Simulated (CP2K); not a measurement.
**singlet CH3F2Si− at 6 levels**

Aim: a comparison of 6 runs (B3LYP/6-31G*, revPBE-D3(BJ)/TZV2P-MOLOPT-PBE-GTH, AM1, PM3, PM6, GFN1-xTB) of singlet CH3F2Si−. 

The results are computed with CP2K 2026.2.

1 further run of the same task is left out (set aside as unsound or not needed).

**1. The molecule**

The species is CH3F2Si− (7 atoms), meant as a singlet with charge -1. SMILES of the parent species: `C[Si](F)F`. The shape is that of a PBE0-D4/def2-TZVP optimisation. That shape belongs to the parent species and isn't relaxed for this state.

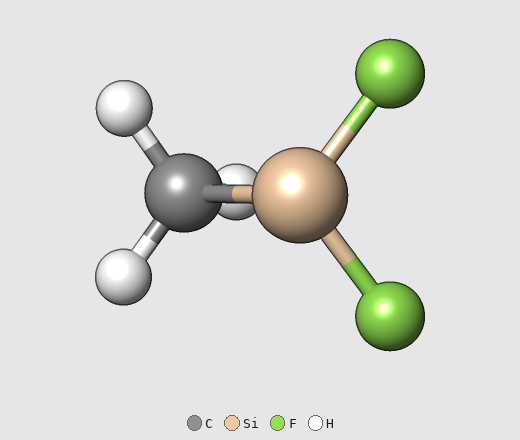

The structure, seen from a chosen angle (carbon grey, silicon light orange, fluorine green, hydrogen white).

**2. The energy at B3LYP/6-31G(d) (spherical functions) (run 1)**

Input file molecule.inp:

```
&global
  project_name molecule
  run_type ENERGY
  print_level MEDIUM
&end
&force_eval
  method Quickstep
  &dft
    basis_set_file_name ./6_31gs.basis
    potential_file_name POTENTIAL
    charge -1
    multiplicity 1
    &qs
      method GAPW
      eps_default 1.0E-10
    &end
    &mgrid
      cutoff 280
      rel_cutoff 50
      ngrids 4
    &end
    &poisson
      periodic NONE
      poisson_solver WAVELET
    &end
    &scf
      scf_guess ATOMIC
      eps_scf 1.0E-07
      max_scf 100
      added_mos 10
      &diagonalization
        algorithm STANDARD
      &end
      &mixing
        method DIRECT_P_MIXING
        alpha 0.4
      &end
    &end
    &xc
      &xc_functional
        &hyb_gga_xc_b3lyp
        &end
      &end
      &hf
        fraction 0.2
        &screening
          eps_schwarz 1.0E-10
          screen_on_initial_p F
        &end
        &interaction_potential
          potential_type COULOMB
        &end
        &memory
          max_memory 1050
        &end
      &end
    &end
    &print
      &moments
        periodic F
        reference COM
        max_moment 1
      &end
      &mo ON
        energies T
        occupation_numbers T
        ndigits 6
        &each
          qs_scf 0
        &end
        add_last NUMERIC
      &end
      &lowdin ON
      &end
      &hirshfeld OFF
      &end
      &mo_molden ON
        ndigits 8
      &end
    &end
  &end
  &subsys
    &cell
      abc [angstrom] 13.7 13.7 13.7
      periodic NONE
    &end
    &coord
      C     -0.274200     0.729000    -0.218000
      Si     0.785100    -0.790400    -0.045500
      F      1.077400    -1.037600     1.505800
      F     -0.050900    -2.056800    -0.546000
      H     -0.539200     0.893800    -1.263500
      H      0.252700     1.607700     0.157300
      H     -1.189800     0.586300     0.364200
    &end
    &topology
      &center_coordinates
      &end
    &end
    &kind C
      basis_set 6-31Gs
      potential ALL
      lebedev_grid 194
      radial_grid 100
    &end
    &kind Si
      basis_set 6-31Gs
      potential ALL
      lebedev_grid 194
      radial_grid 100
    &end
    &kind F
      basis_set 6-31Gs
      potential ALL
      lebedev_grid 194
      radial_grid 100
    &end
    &kind H
      basis_set 6-31Gs
      potential ALL
      lebedev_grid 194
      radial_grid 100
    &end
  &end
&end
```

Started as:

```bash
$ OMP_NUM_THREADS=1 cp2k.psmp molecule.inp > molecule.out
```

Standard output:

```text
CP2K| version string:                                       CP2K version 2026.2
[...]
 GLOBAL| Method name                                                        CP2K
[...]
 GLOBAL| Run type                                                         ENERGY
[...]
 DFT| Spin restricted Kohn-Sham (RKS) calculation                            RKS
 DFT| Multiplicity                                                             1
[...]
 DFT| Charge                                                                  -1
[...]
 FUNCTIONAL| HYB_GGA_XC_B3LYP:
[...]
 QS| Method:                                                                GAPW
[...]
 QS| Density cutoff [a.u.]:                                                140.0
[...]
 QS| Relative density cutoff [a.u.]:                                        25.0
[...]
                             - Atoms:                                          7
[...]
                             - Spherical basis functions:                     66
[...]
 Number of electrons:                                                         42
[...]
     1 P_Mix/Diag. 0.40E+00   20.8     1.15942176      -536.6338100836 -5.37E+02
[...]
    16 DIIS/Diag.  0.13E-07   12.9     0.00000002      -529.1676711896 -9.09E-13
  *** SCF run converged in    16 steps ***
[...]
  Overlap energy of the core charge distribution:               0.00000256473861
  Self energy of the core charge distribution:               -368.13135510998330
  Core Hamiltonian energy:                                   -176.32540589343441
  Hartree energy:                                              86.80160779689896
  Exchange-correlation energy:                                -13.16240766891534
  Hartree-Fock Exchange energy:                                -9.42938297237615
[...]
                     Mulliken Population Analysis
 #  Atom  Element  Kind  Atomic population                           Net charge
       1     C        1          6.623860                             -0.623860
       2     Si       2         13.749175                              0.250825
       3     F        3          9.452752                             -0.452752
       4     F        3          9.452792                             -0.452792
       5     H        4          0.893729                              0.106271
       6     H        4          0.893558                              0.106442
       7     H        4          0.934134                              0.065866
 # Total charge                             42.000000                 -1.000000
[...]
  Dipole moment [Debye]
    X= -0.2995245E+01 Y=  0.3164014E+00 Z=  0.1490155E+01  Total=      3.3603819
 ENERGY| Total FORCE_EVAL ( QS ) energy [hartree]           -529.167671189632301
[...]
```

It took 3.7 min on 1 thread of Intel Xeon at 2.50GHz (Skylake/Cascade Lake), shared host; peak memory 1.2 GiB.

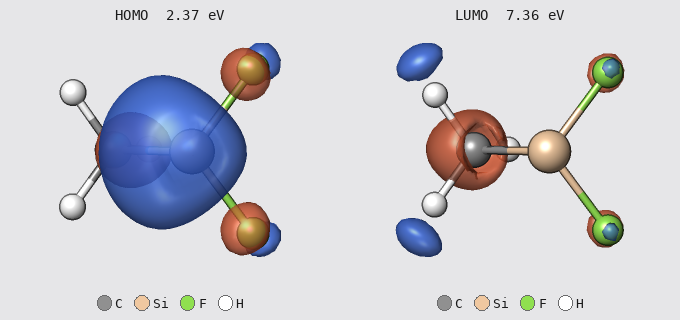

Frontier orbitals of this run, surfaces at ±0.2 Å^-3/2.

**3. A single-point energy at revPBE-D3(BJ)/TZV2P-MOLOPT-PBE-GTH (core potential) (run 2)**

Input file mol.inp:

```
&GLOBAL
  PROJECT mol
  RUN_TYPE ENERGY
  PRINT_LEVEL MEDIUM
&END

&FORCE_EVAL
  METHOD QS
  &DFT
    BASIS_SET_FILE_NAME BASIS_MOLOPT_UZH
    POTENTIAL_FILE_NAME POTENTIAL_UZH
    CHARGE -1
    &QS
      METHOD GPW
      EPS_DEFAULT 1.0E-10
    &END
    &MGRID
      CUTOFF 400
      REL_CUTOFF 50
      NGRIDS 4
    &END
    &POISSON
      PERIODIC NONE
      POISSON_SOLVER WAVELET
    &END
    &SCF
      SCF_GUESS ATOMIC
      EPS_SCF 1.0E-06
      MAX_SCF 40
      &OT
        MINIMIZER DIIS
        PRECONDITIONER FULL_SINGLE_INVERSE
      &END
      &OUTER_SCF
        EPS_SCF 1.0E-06
        MAX_SCF 10
      &END
    &END
    &XC
      &XC_FUNCTIONAL
        &PBE
          PARAMETRIZATION REVPBE
        &END
      &END
      &VDW_POTENTIAL
        POTENTIAL_TYPE PAIR_POTENTIAL
        &PAIR_POTENTIAL
          TYPE DFTD3(BJ)
          PARAMETER_FILE_NAME dftd3.dat
          REFERENCE_FUNCTIONAL revPBE
          R_CUTOFF 15
        &END
      &END
    &END
    &PRINT
      &MOMENTS
        PERIODIC F
        REFERENCE COM
        MAX_MOMENT 1
      &END
      &MO_CUBES
        NLUMO 5
        NHOMO -1
        WRITE_CUBE F
      &END
      &HIRSHFELD OFF
      &END
    &END
  &END
  &SUBSYS
    &CELL
      ABC 13.7 13.7 13.7
      PERIODIC NONE
    &END
    &COORD
      C     -0.274200     0.729000    -0.218000
      Si     0.785100    -0.790400    -0.045500
      F      1.077400    -1.037600     1.505800
      F     -0.050900    -2.056800    -0.546000
      H     -0.539200     0.893800    -1.263500
      H      0.252700     1.607700     0.157300
      H     -1.189800     0.586300     0.364200
    &END
    &TOPOLOGY
      &CENTER_COORDINATES
      &END
    &END
    &KIND C
      BASIS_SET TZV2P-MOLOPT-PBE-GTH-q4
      POTENTIAL GTH-PBE-q4
    &END
    &KIND Si
      BASIS_SET TZV2P-MOLOPT-PBE-GTH-q4
      POTENTIAL GTH-PBE-q4
    &END
    &KIND F
      BASIS_SET TZV2P-MOLOPT-PBE-GTH-q7
      POTENTIAL GTH-PBE-q7
    &END
    &KIND H
      BASIS_SET TZV2P-MOLOPT-PBE-GTH-q1
      POTENTIAL GTH-PBE-q1
    &END
  &END
&END
```

Started as:

```bash
$ OMP_NUM_THREADS=1 cp2k.psmp mol.inp > mol.out
```

Standard output, shortened:

```text
CP2K| version string:                                       CP2K version 2026.2
[...]
 GLOBAL| Method name                                                        CP2K
[...]
 GLOBAL| Run type                                                         ENERGY
[...]
 DFT| Spin restricted Kohn-Sham (RKS) calculation                            RKS
 DFT| Multiplicity                                                             1
[...]
 DFT| Charge                                                                  -1
[...]
 FUNCTIONAL| PBE:
[...]
 QS| Method:                                                                 GPW
[...]
 QS| Density cutoff [a.u.]:                                                200.0
[...]
 QS| Relative density cutoff [a.u.]:                                        25.0
[...]
                             - Atoms:                                          7
[...]
                             - Spherical basis functions:                    158
[...]
 Number of electrons:                                                         26
[...]
     1 OT DIIS     0.80E-01   23.4     0.10545861       -57.7967772569 -5.78E+01
[...]
     3 OT DIIS     0.80E-01   19.9     0.00000090       -60.0695415395 -3.11E-10
  *** SCF run converged in     3 steps ***
[...]
  Overlap energy of the core charge distribution:               0.00000092406296
  Self energy of the core charge distribution:               -156.51558191388659
  Core Hamiltonian energy:                                     44.61738087409892
  Hartree energy:                                              65.56240292995020
  Exchange-correlation energy:                                -13.72308784856514
  Dispersion energy:                                           -0.01065650516631
  Total energy:                                               -60.06954153950596
[...]
                     Mulliken Population Analysis
 #  Atom  Element  Kind  Atomic population                           Net charge
       1     C        1          4.087455                             -0.087455
       2     Si       2          4.201679                             -0.201679
       3     F        3          7.374606                             -0.374606
[...]
  Dipole moment [Debye]
    X= -0.2910883E+01 Y=  0.2895594E+00 Z=  0.1454435E+01  Total=      3.2668738
[...]
 HOMO - LUMO gap [eV] :    2.973696
 ENERGY| Total FORCE_EVAL ( QS ) energy [hartree]            -60.069541539505956
[...]
```

Run time: 14 min. Hardware: 1 thread of Intel Xeon at 2.50GHz (Skylake/Cascade Lake), shared host; peak memory 1.9 GiB.

Runs 3 to 5 aren't shown in full; the table further down has their settings and results.

**4. The energy at GFN1-xTB (run 6)**

Input file run.inp:

```
&GLOBAL
 PROJECT_NAME run
 RUN_TYPE ENERGY
 PRINT_LEVEL MEDIUM
&END GLOBAL

&FORCE_EVAL
 METHOD QS
 &DFT
  CHARGE -1
  ! Quickstep
  &QS
   METHOD XTB
   EPS_DEFAULT 1.0E-10
   &XTB
    GFN_TYPE 1
    CHECK_ATOMIC_CHARGES F
   &END XTB
  &END QS
  ! cluster boundary conditions
  &POISSON
   PERIODIC NONE
   POISSON_SOLVER ANALYTIC
  &END POISSON
  &SCF
   SCF_GUESS ATOMIC
   EPS_SCF 1.0E-06
   MAX_SCF 100
   ADDED_MOS 4
   &DIAGONALIZATION
    ALGORITHM STANDARD
   &END DIAGONALIZATION
   &MIXING
    METHOD BROYDEN_MIXING
    ALPHA 0.2
    NBUFFER 8
   &END MIXING
   &SMEAR ON
    METHOD FERMI_DIRAC
    ELECTRONIC_TEMPERATURE [K] 300
   &END SMEAR
  &END SCF
  &PRINT
   &MOMENTS
    PERIODIC F
    REFERENCE COM
    MAX_MOMENT 1
   &END MOMENTS
   &MO ON
    ENERGIES T
    OCCUPATION_NUMBERS T
    NDIGITS 6
    &EACH
     QS_SCF 0
    &END EACH
    ADD_LAST NUMERIC
   &END MO
   &HIRSHFELD OFF
   &END HIRSHFELD
  &END PRINT
 &END DFT
 ! atoms, cell and kinds
 &SUBSYS
  &CELL
   ABC 10.3 11.7 10.8
   PERIODIC NONE
  &END CELL
  &COORD
   C     -0.274200     0.729000    -0.218000
   Si     0.785100    -0.790400    -0.045500
   F      1.077400    -1.037600     1.505800
   F     -0.050900    -2.056800    -0.546000
   H     -0.539200     0.893800    -1.263500
   H      0.252700     1.607700     0.157300
   H     -1.189800     0.586300     0.364200
  &END COORD
  &TOPOLOGY
   &CENTER_COORDINATES
   &END CENTER_COORDINATES
  &END TOPOLOGY
 &END SUBSYS
&END FORCE_EVAL
```

Started as:

```bash
$ OMP_NUM_THREADS=1 cp2k.psmp -i run.inp -o run.out
```

Standard output:

```text
CP2K| version string:                                       CP2K version 2026.2
[...]
 GLOBAL| Method name                                                        CP2K
[...]
 GLOBAL| Run type                                                         ENERGY
[...]
                             - Atoms:                                          7
[...]
                             - Spherical basis functions:                     27
[...]
 Number of electrons:                                                         26
[...]
     1 NoMix/Diag. 0.20E+00    0.0     0.28157698       -16.1020562845 -1.61E+01
[...]
    35 Broy./Diag. 0.20E+00    0.0     0.00000058       -16.1575908152  1.64E-09
  *** SCF run converged in    35 steps ***
[...]
  Fermi energy:                                                 0.04329418987722
[...]
 TB_DIPOLE| Moment [Debye]          0.46246343       0.01882765      -0.26402261
 TB_DIPOLE| Derivative [a.u.]       0.00000000       0.00000000       0.00000000
[...]
 ENERGY| Total FORCE_EVAL ( QS ) energy [hartree]            -16.157590815202703
[...]
```

Wall time 2 s (1 thread of Intel Xeon at 2.50GHz (Skylake/Cascade Lake), shared host); peak memory 0.25 GiB.

**5. All runs side by side**

| run | level | core potential | scheme | energy (Eh) | HOMO energy (eV) | wall time |
| --- | --- | --- | --- | --- | --- | --- |
| 1 | B3LYP/6-31G* (spherical functions) | none | GAPW | -529.167671 | 2.37 | 3.7 min |
| 2 | revPBE-D3(BJ)/TZV2P-MOLOPT-PBE-GTH (core potential) | GTH-PBE | GPW | -60.069542 | 2.15 | 14 min |
| 3 | AM1 | – | – | -45.116239 | -0.80 | 1.8 s |
| 4 | PM3 | – | – | -41.271180 | -1.75 | 1.6 s |
| 5 | PM6 | – | – | -43.453687 | -1.55 | 1.8 s |
| 6 | GFN1-xTB | – | – | -16.157591 | -2.67 | 2 s |

**6. Results**

| quantity | value |
| --- | --- |
| run 6: total energy | -16.15759 Eh |
| run 6: HOMO energy | -2.67 eV |
| run 6: LUMO energy | 2.07 eV |
| run 6: HOMO–LUMO gap | 4.75 eV |
| run 6: dispersion energy | -4.27 kJ/mol |

In words: Over runs 1, 2, 6 the HOMO–LUMO gap runs from 2.97 eV (revPBE-D3(BJ)/TZV2P-MOLOPT-PBE-GTH) to 4.99 eV (B3LYP/6-31G*). The two ends differ in method and basis and core potential. The empty levels of an anion lie above zero and hang on the basis. Totals of different functionals can't be ranked against each other. Some runs of one species differ in core potentials or relativity; totals across that change don't compare. In runs 1, 2 the HOMO lies above zero, so the outermost electron may be held by the basis alone. Force-field and semi-empirical energies have zeros of their own, so their totals don't compare. All runs together took 18 min, the longest 14 min.
